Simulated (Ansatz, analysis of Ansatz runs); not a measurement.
# Reproducing a measured migration barrier: interstitial H in fcc Al, hop from a tetrahedral to the next octahedral site, part 2 of 2

Subject: interstitial H in fcc Al, hop from a tetrahedral to the next octahedral site. Wanted: its migration barrier, in one set-up (PBE-D3(BJ), 32-site cell, PBE-D3(BJ) lattice, 420 eV, k: 3x3x3 Gamma-centred). The model is a cell of 32 host atoms with 1 H put in. The barrier is the energy of the highest image of a climbing band over the relaxed site that the atom leaves.

Ansatz 0.2.0; PBE-D3(BJ), 32-site cell, PBE-D3(BJ) lattice, 420 eV, k: 3x3x3 Gamma-centred.

So far: The starting structure; Relaxation, charge 0.

## Step 3: Nudged elastic band

A band of images joins the two ends; its highest image climbs to the saddle, whose energy over the site left is the barrier.

This step: plane-wave PAW DFT, PBE-D3(BJ); nudged elastic band between two relaxed defect structures at fixed charge.

neb/input.yaml reads:

```yaml
crystal:
  lattice:
    - [7.96731446, 0.0, 0.0]
    - [0.0, 7.96731446, 0.0]
    - [0.0, 0.0, 7.96731446]
  atoms:
    - { symbol: Al, position: [0.000183167, 0.000183167, 0.000183167] }
    - { symbol: Al, position: [0.000920665, 0.250515119, 0.250515119] }
    - { symbol: Al, position: [0.250515119, 0.000920665, 0.250515119] }
    - { symbol: Al, position: [0.250515119, 0.250515119, 0.000920665] }
    - { symbol: Al, position: [-0.00213957, -0.00213957, 0.500504092] }
    - { symbol: Al, position: [-0.00213957, 0.249495908, 0.75213957] }
    - { symbol: Al, position: [0.249495908, -0.00213957, 0.75213957] }
    - { symbol: Al, position: [0.241201378, 0.241201378, 0.508798622] }
    - { symbol: Al, position: [-0.00213957, 0.500504092, -0.00213957] }
    - { symbol: Al, position: [-0.00213957, 0.75213957, 0.249495908] }
    - { symbol: Al, position: [0.241201378, 0.508798622, 0.241201378] }
    - { symbol: Al, position: [0.249495908, 0.75213957, -0.00213957] }
    - { symbol: Al, position: [0.000920665, 0.499484881, 0.499484881] }
    - { symbol: Al, position: [0.000183167, 0.749816833, 0.749816833] }
    - { symbol: Al, position: [0.250515119, 0.499484881, 0.749079335] }
    - { symbol: Al, position: [0.250515119, 0.749079335, 0.499484881] }
    - { symbol: Al, position: [0.500504092, -0.00213957, -0.00213957] }
    - { symbol: Al, position: [0.508798622, 0.241201378, 0.241201378] }
    - { symbol: Al, position: [0.75213957, -0.00213957, 0.249495908] }
    - { symbol: Al, position: [0.75213957, 0.249495908, -0.00213957] }
    - { symbol: Al, position: [0.499484881, 0.000920665, 0.499484881] }
    - { symbol: Al, position: [0.499484881, 0.250515119, 0.749079335] }
    - { symbol: Al, position: [0.749816833, 0.000183167, 0.749816833] }
    - { symbol: Al, position: [0.749079335, 0.250515119, 0.499484881] }
    - { symbol: Al, position: [0.499484881, 0.499484881, 0.000920665] }
    - { symbol: Al, position: [0.499484881, 0.749079335, 0.250515119] }
    - { symbol: Al, position: [0.749079335, 0.499484881, 0.250515119] }
    - { symbol: Al, position: [0.749816833, 0.749816833, 0.000183167] }
    - { symbol: Al, position: [0.508798622, 0.508798622, 0.508798622] }
    - { symbol: Al, position: [0.500504092, 0.75213957, 0.75213957] }
    - { symbol: Al, position: [0.75213957, 0.500504092, 0.75213957] }
    - { symbol: Al, position: [0.75213957, 0.75213957, 0.500504092] }
    - { symbol: H, position: [0.375, 0.375, 0.375] }
basis:
  ecutwfc: 420
  xc_grid: 2
hamiltonian:
  xc: pbe
  dispersion: d3bj
kpoints:
  mp_grid: { grid: [3, 3, 3] }
scf:
  occupations: { method: methfessel_paxton, width: 0.1 }
  max_iter: 120
output:
  forces: true
neb:
  images: 3
  f_tol: 0.04
  climbing: true
  initial_path: idpp
  max_iterations: 45
  order_check: false
  final_atoms:
    - { symbol: Al, position: [0.000117906, 0.000117906, 0.000117906] }
    - { symbol: Al, position: [-0.005686899, 0.25012345, 0.25012345] }
    - { symbol: Al, position: [0.25012345, -0.005686899, 0.25012345] }
[... 4 atom lines left out ...]
    - { symbol: Al, position: [0.25012345, 0.25012345, 0.5059338] }
[... 2 atom lines left out ...]
    - { symbol: Al, position: [0.25012345, 0.5059338, 0.25012345] }
[... 1 atom line left out ...]
    - { symbol: Al, position: [0.000117906, 0.500128995, 0.500128995] }
[... 1 atom line left out ...]
    - { symbol: Al, position: [0.25012345, 0.501105509, 0.75012345] }
[... 2 atom lines left out ...]
    - { symbol: Al, position: [0.5059338, 0.25012345, 0.25012345] }
[... 2 atom lines left out ...]
    - { symbol: Al, position: [0.500128995, 0.000117906, 0.500128995] }
[... 3 atom lines left out ...]
    - { symbol: Al, position: [0.500128995, 0.500128995, 0.000117906] }
    - { symbol: Al, position: [0.501105509, 0.75012345, 0.25012345] }
    - { symbol: Al, position: [0.75012345, 0.501105509, 0.25012345] }
[... 1 atom line left out ...]
    - { symbol: Al, position: [0.500128995, 0.500128995, 0.500128995] }
[... 3 atom lines left out ...]
    - { symbol: H, position: [0.25012345, 0.25012345, 0.25012345] }
```

Run with:

```sh
$ ansatz run input.yaml --threads 2 --pin off --max-ram 3768MiB --backend cpu --events-out ev --progress --plain --runs-dir out
```

Numbers of over 12 decimals in the logs are rounded to 6 here.

The program printed:

```text
[...]
Warning: neb: disabling space-group detection — the band's intermediate images generally break the endpoint symmetry, so no spatial operation reduces the k-mesh or symmetrises the density, except that a semilocal band can use its path's symmetry ahead of [...]
[...]
parallel-image band execution: 2 concurrent image workers
NEB image 0
Crystal: 33 atoms, lattice volume = 505.750 Å³
Basis set: ecut = 420 eV, 9843 PW (Γ), exchange–correlation on 108×108×108 points (8 copies of the dense FFT grid, shifted against one another)
Bands: 82, of which v1, the nominal top of the filled ones, is band 49 counted from 1 (48 counted from 0)
Symmetry: 1 space group operations
k-points: 14 of 27 (time reversal used)
[...]
SCF iter   1: F=—  HF=-17227.023994 eV  |F-HF|=—  |Δ(HF+E_count)|=         —  Δρ=1.03e-3  dr2=7.28e-3  ethr=1.77e-3  ⟨swp⟩=7.7  Hψ=5755  notcnv=0  defer=12
[...]
SCF iter   6: F=-17227.024452 eV  HF=-17227.024452 eV  |F-HF|=9.23e-9  |Δ(HF+E_count)|=   7.77e-9  S|Δr|=    0.00e0  Δρ=1.69e-6  dr2=2.05e-8  ethr=1.03e-10  ⟨swp⟩=3.8  Hψ=2620  notcnv=0
SCF 1 converged in 6 iterations: F = -17227.024452 eV  dr2 = 2.05e-8
[...]
NSCF: frozen V_eff on 14 k-points
NEB image 4
SCF iter   1: F=—  HF=-17226.975244 eV  |F-HF|=—  |Δ(HF+E_count)|=         —  Δρ=1.05e-3  dr2=8.39e-3  ethr=1.77e-3  ⟨swp⟩=6.9  Hψ=5762  notcnv=0  defer=16
[...]
SCF iter   6: F=-17226.975250 eV  HF=-17226.975250 eV  |F-HF|=1.58e-8  |Δ(HF+E_count)|=   6.37e-8  S|Δr|=    0.00e0  Δρ=1.82e-6  dr2=2.78e-8  ethr=1.03e-10  ⟨swp⟩=4.0  Hψ=2726  notcnv=0
SCF 2 converged in 6 iterations: F = -17226.975250 eV  dr2 = 2.78e-8
[...]
NEB end point (image 0): max|allowed force component| = 7.298e-3 eV/Å (the criterion of neb.relax_end_points is 1.000e-2)
NEB end point (image 4): max|allowed force component| = 1.837e-2 eV/Å (the criterion of neb.relax_end_points is 1.000e-2)
NEB image 1
SCF iter   1: F=—  HF=-17226.846139 eV  |F-HF|=—  |Δ(HF+E_count)|=         —  Δρ=1.07e-3  dr2=7.52e-3  ethr=1.77e-3  ⟨swp⟩=8.0  Hψ=5781  notcnv=0  defer=14
[...]
SCF iter   6: F=-17226.846018 eV  HF=-17226.846018 eV  |F-HF|=4.76e-8  |Δ(HF+E_count)|=   2.14e-8  S|Δr|=    0.00e0  Δρ=2.09e-6  dr2=6.37e-8  ethr=1.03e-10  ⟨swp⟩=4.0  Hψ=2708  notcnv=0
SCF 3 converged in 6 iterations: F = -17226.846018 eV  dr2 = 6.37e-8
NEB image 2
SCF iter   1: F=—  HF=-17226.747006 eV  |F-HF|=—  |Δ(HF+E_count)|=         —  Δρ=1.07e-3  dr2=8.67e-3  ethr=1.77e-3  ⟨swp⟩=8.4  Hψ=5838  notcnv=0  defer=17
[...]
SCF iter   6: F=-17226.746587 eV  HF=-17226.746587 eV  |F-HF|=4.94e-8  |Δ(HF+E_count)|=   8.63e-9  S|Δr|=    0.00e0  Δρ=1.78e-6  dr2=6.05e-8  ethr=1.03e-10  ⟨swp⟩=4.0  Hψ=2701  notcnv=0
SCF 4 converged in 6 iterations: F = -17226.746587 eV  dr2 = 6.05e-8
NEB image 3
SCF iter   1: F=—  HF=-17226.878157 eV  |F-HF|=—  |Δ(HF+E_count)|=         —  Δρ=1.06e-3  dr2=7.81e-3  ethr=1.77e-3  ⟨swp⟩=7.9  Hψ=5751  notcnv=0  defer=23
[...]
SCF iter   6: F=-17226.878043 eV  HF=-17226.878043 eV  |F-HF|=3.31e-9  |Δ(HF+E_count)|=   6.02e-8  S|Δr|=    0.00e0  Δρ=1.06e-6  dr2=7.33e-9  ethr=1.03e-10  ⟨swp⟩=3.9  Hψ=2669  notcnv=0
SCF 5 converged in 6 iterations: F = -17226.878043 eV  dr2 = 7.33e-9
NEB iter   1: max|band force component| = 5.871e-1 eV/Å  barrier→ = 0.2779 eV  barrier← = 0.2287 eV  Δτ_max = 0.0983 Å  (30 SCF iters)
NEB image 1
[...]
SCF iter   6: F=-17226.904499 eV  HF=-17226.904499 eV  |F-HF|=2.12e-8  |Δ(HF+E_count)|=   7.02e-8  S|Δr|=    0.00e0  Δρ=2.44e-6  dr2=4.18e-8  ethr=1.03e-10  ⟨swp⟩=4.0  Hψ=2849  notcnv=0
SCF 6 converged in 6 iterations: F = -17226.904499 eV  dr2 = 4.18e-8
NEB image 2
[...]
SCF iter   6: F=-17226.826017 eV  HF=-17226.826017 eV  |F-HF|=3.14e-8  |Δ(HF+E_count)|=   9.65e-8  S|Δr|=    0.00e0  Δρ=2.81e-6  dr2=5.70e-8  ethr=1.03e-10  ⟨swp⟩=4.0  Hψ=2887  notcnv=0
SCF 7 converged in 6 iterations: F = -17226.826017 eV  dr2 = 5.70e-8
NEB image 3
[...]
SCF iter   6: F=-17226.914980 eV  HF=-17226.914980 eV  |F-HF|=3.20e-8  |Δ(HF+E_count)|=   8.68e-8  S|Δr|=    0.00e0  Δρ=1.86e-6  dr2=4.22e-8  ethr=1.03e-10  ⟨swp⟩=4.0  Hψ=2834  notcnv=0
SCF 8 converged in 6 iterations: F = -17226.914980 eV  dr2 = 4.22e-8
NEB iter   2: max|band force component| = 2.297e-1 eV/Å  barrier→ = 0.1984 eV  barrier← = 0.1492 eV  CI = image 2  Δτ_max = 0.0923 Å  (18 SCF iters)
NEB image 1
[...]
SCF iter   6: F=-17226.924087 eV  HF=-17226.924087 eV  |F-HF|=7.38e-9  |Δ(HF+E_count)|=   1.63e-8  S|Δr|=    0.00e0  Δρ=1.25e-6  dr2=1.32e-8  ethr=1.03e-10  ⟨swp⟩=4.0  Hψ=2737  notcnv=0
SCF 9 converged in 6 iterations: F = -17226.924087 eV  dr2 = 1.32e-8
NEB image 2
[...]
SCF iter   6: F=-17226.836581 eV  HF=-17226.836581 eV  |F-HF|=1.08e-8  |Δ(HF+E_count)|=   2.89e-8  S|Δr|=    0.00e0  Δρ=1.50e-6  dr2=1.94e-8  ethr=1.03e-10  ⟨swp⟩=4.0  Hψ=2809  notcnv=0
SCF 10 converged in 6 iterations: F = -17226.836581 eV  dr2 = 1.94e-8
NEB image 3
[...]
SCF iter   6: F=-17226.912982 eV  HF=-17226.912982 eV  |F-HF|=1.16e-8  |Δ(HF+E_count)|=   3.14e-8  S|Δr|=    0.00e0  Δρ=1.65e-6  dr2=2.24e-8  ethr=1.03e-10  ⟨swp⟩=4.0  Hψ=2734  notcnv=0
SCF 11 converged in 6 iterations: F = -17226.912982 eV  dr2 = 2.24e-8
NEB iter   3: max|band force component| = 1.345e-1 eV/Å  barrier→ = 0.1879 eV  barrier← = 0.1387 eV  CI = image 2  Δτ_max = 0.0218 Å  (18 SCF iters)
[...]
NEB iter   4: max|band force component| = 3.401e-2 eV/Å  barrier→ = 0.1856 eV  barrier← = 0.1364 eV  CI = image 2  Δτ_max = 0.0249 Å  (15 SCF iters)
NEB image 2
[...]
SCF iter   5: F=-17226.839818 eV  HF=-17226.839818 eV  |F-HF|=1.19e-8  |Δ(HF+E_count)|=   1.22e-7  S|Δr|=    0.00e0  Δρ=3.05e-6  dr2=4.35e-8  ethr=1.03e-10  ⟨swp⟩=4.6  Hψ=2887  notcnv=0
SCF 15 converged in 5 iterations: F = -17226.839818 eV  dr2 = 4.35e-8
NEB image 1
[...]
NEB image 3
[...]
NEB image 2
[...]
NEB iter   5: max|band force component| = 3.150e-2 eV/Å  barrier→ = 0.1846 eV  barrier← = 0.1354 eV  CI = image 2  Δτ_max = 0.0000 Å  (5 SCF iters)
SCF converged after 5 iterations
[...]
Free energy (F): -17226.839818 eV
[...]
Internal energy: -17226.850181 eV  (E = F + TS)
E sigma→0 (E₀):  -17226.842409 eV
Entropy (-TS):   0.010363 eV (0.314 meV/atom)
Fermi energy:    8.252507 eV
[...]
--- Forces (eV/Å), atoms counted from 1 ---
  atom   1  Al     0.00003816    -0.00235548    -0.00287519
  atom   2  Al     0.00055825    -0.00500996    -0.00231239
  [... 5 atoms left out ...]
  atom   8  Al     0.00162749    -0.00989205    -0.00329517
  [... 2 atoms left out ...]
  atom  11  Al    -0.00269823     0.00990246    -0.00756126
  [... 3 atoms left out ...]
  atom  15  Al    -0.00216144     0.00267037     0.00307422
  [... 2 atoms left out ...]
  atom  18  Al     0.00162018    -0.01137566    -0.00343917
  [... 3 atoms left out ...]
  atom  22  Al     0.00168826    -0.00099104     0.00008595
  [... 1 atom left out ...]
  atom  24  Al     0.00253419    -0.00038384     0.00362148
  [... 1 atom left out ...]
  atom  26  Al     0.00048745    -0.00020230    -0.00032552
  atom  27  Al     0.00277369     0.00360198     0.00008526
  [... 1 atom left out ...]
  atom  29  Al     0.00532810     0.00369421     0.00593042
  [... 3 atoms left out ...]
  atom  33  H     -0.00792207    -0.00600139     0.00320062
  max |Σ_I F_I| component: 3.20e-5 eV/Å
--- Band table (eV; the first three rows and the last of 14) ---
[...]
[... further k-points left out ...]
this run last wrote the band of iteration 5 to <dir>; this run last wrote the band within `neb.f_tol` of iteration 4 to <dir>
--- NEB band (5 images, 5 band iterations, 86 SCF iterations) ---
  forward barrier  = 0.184634 eV
  backward barrier = 0.135432 eV
  lagrangian_above_aufbau_ev (what the smearing adds, to first order; not taken off the barriers): saddle image +0.009253 eV, end points +0.007528 and +0.007730 eV
  climbing image's point = of an order that was not read
  energies are F+E_penalty+E_count in eV, relative to image 0
  image     s (Å)  Δ vs image 0  max|band force component| (eV/Å)
      0    0.0000      0.000000                                 —
      1    0.4091      0.098305                          3.150e-2
  *   2    0.8211      0.184634                          1.191e-2
      3    1.2877      0.110977                          2.196e-2
      4    1.7564      0.049202                                 —
  climbing-image geometry (image 2):
  cell:  # Å, volume = 505.7500 Å³
    - [7.96731446, 0.0, 0.0]
    - [0.0, 7.96731446, 0.0]
    - [0.0, 0.0, 7.96731446]
  atoms:
    - { symbol: Al, position: [-0.000342, -0.000293, -0.000291] }
    - { symbol: Al, position: [-0.000594, 0.250678, 0.250636] }
    - { symbol: Al, position: [0.250530, -0.000885, 0.250535] }
    - { symbol: Al, position: [0.250566, 0.250614, -0.000692] }
    - { symbol: Al, position: [-0.000733, -0.000774, 0.501343] }
    - { symbol: Al, position: [-0.002676, 0.250071, 0.753111] }
    - { symbol: Al, position: [0.250079, -0.002514, 0.753068] }
    - { symbol: Al, position: [0.243412, 0.243582, 0.515175] }
    - { symbol: Al, position: [-0.000801, 0.501386, -0.000817] }
    - { symbol: Al, position: [-0.002693, 0.753070, 0.250049] }
    - { symbol: Al, position: [0.243431, 0.515010, 0.243516] }
    - { symbol: Al, position: [0.250063, 0.753027, -0.002559] }
    - { symbol: Al, position: [-0.000853, 0.499204, 0.499187] }
    - { symbol: Al, position: [-0.000975, 0.749346, 0.749333] }
    - { symbol: Al, position: [0.249308, 0.500484, 0.748835] }
    - { symbol: Al, position: [0.249293, 0.748790, 0.500494] }
    - { symbol: Al, position: [0.501327, -0.000660, -0.000640] }
    - { symbol: Al, position: [0.515141, 0.243634, 0.243507] }
    - { symbol: Al, position: [0.753086, -0.002378, 0.250082] }
    - { symbol: Al, position: [0.753097, 0.250093, -0.002421] }
    - { symbol: Al, position: [0.499316, -0.001076, 0.499327] }
    - { symbol: Al, position: [0.500546, 0.249266, 0.748892] }
    - { symbol: Al, position: [0.749375, -0.001029, 0.749419] }
    - { symbol: Al, position: [0.748815, 0.249255, 0.500487] }
    - { symbol: Al, position: [0.499268, 0.499298, -0.000940] }
    - { symbol: Al, position: [0.500568, 0.748876, 0.249245] }
    - { symbol: Al, position: [0.748841, 0.500503, 0.249250] }
    - { symbol: Al, position: [0.749356, 0.749415, -0.001040] }
    - { symbol: Al, position: [0.501747, 0.501800, 0.501737] }
    - { symbol: Al, position: [0.500331, 0.749901, 0.749927] }
    - { symbol: Al, position: [0.749923, 0.500355, 0.749823] }
    - { symbol: Al, position: [0.749941, 0.749819, 0.500361] }
    - { symbol: H, position: [0.316843, 0.316669, 0.316599] }
```

It took 16 min on 2 threads of Arm Neoverse N1, shared host; peak memory 2 GiB; 25 min of CPU time.

The path, image by image:

| image | path (Å) | energy (eV) | H33: x, y, z (Å) |
| --- | --- | --- | --- |
| 0 | 0.000 | 0.0000 | 2.988, 2.988, 2.988 |
| 1 | 0.409 | 0.0983 | 2.750, 2.767, 2.766 |
| 2 | 0.821 | 0.1846 | 2.524, 2.523, 2.522 |
| 3 | 1.288 | 0.1110 | 2.244, 2.269, 2.265 |
| 4 | 1.756 | 0.0492 | 1.993, 1.993, 1.993 |

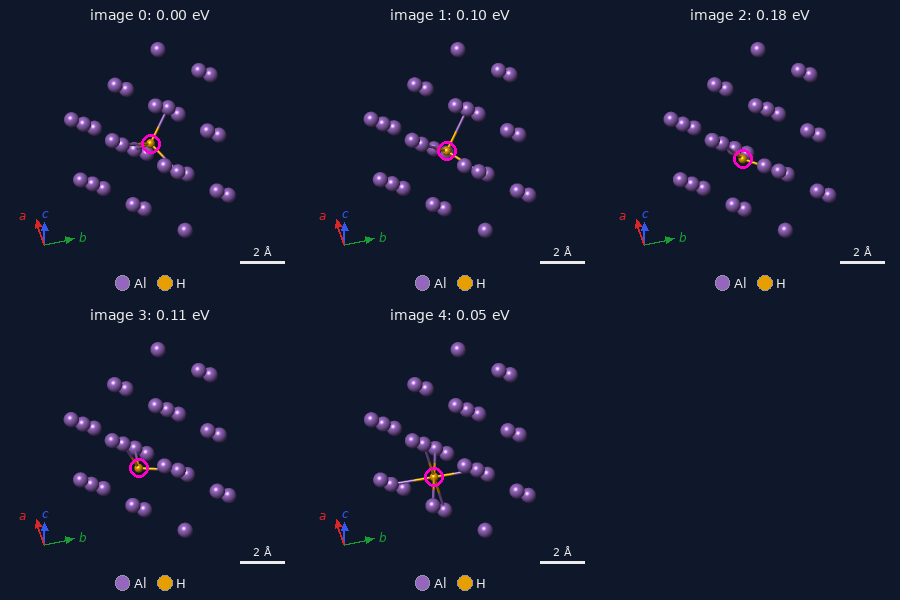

Images along the path; H33 is ringed.

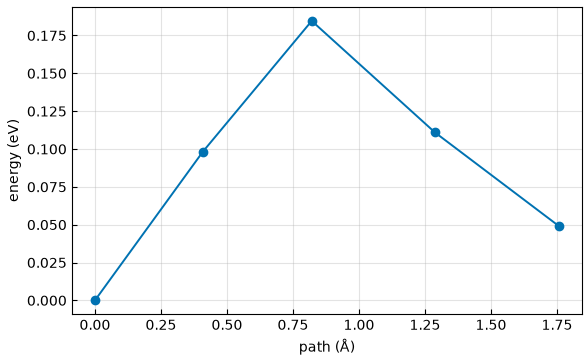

Energy along the path.

Numbers from this step:

```yaml
free_energy: -17226.8398 eV
smearing_term_ts: -0.01036 eV
barrier_forward: 0.1846 eV
barrier_backward: 0.1354 eV
```

## Step 4: Summary of results

- migration barrier (saddle less minimum): 0.18 eV
- energy difference of the two ends: 0.05 eV
- length of the hop: 1.72 Å
- time of the whole chain: 17 min on 2 threads

Migration barrier: computed 0.18 eV, measured 0.452 eV; 0.27 eV below the measurement. The measured number is an Arrhenius activation energy of long-range diffusion; for H it holds zero-point energy, and trapping at vacancies and dislocations can raise it. One hop between neighbouring sites is computed at the host's lattice. Limits: the periodic copies of the defect are only 8.0 Å apart.

[Logs are printed without paths, hosts, clocks, repeated set-up lines and the standing remarks that a program may print on its own settings, such as how far it seeks lower states.]

[Hosts, paths, dates, database ids (printed as entryN), source tags and the programs' standing remarks are cut or masked in the printed files.]

[For some hosts the program warned that the k-mesh of the response run may be too coarse for force constants and the static dielectric constant; such warnings are not shown here.]
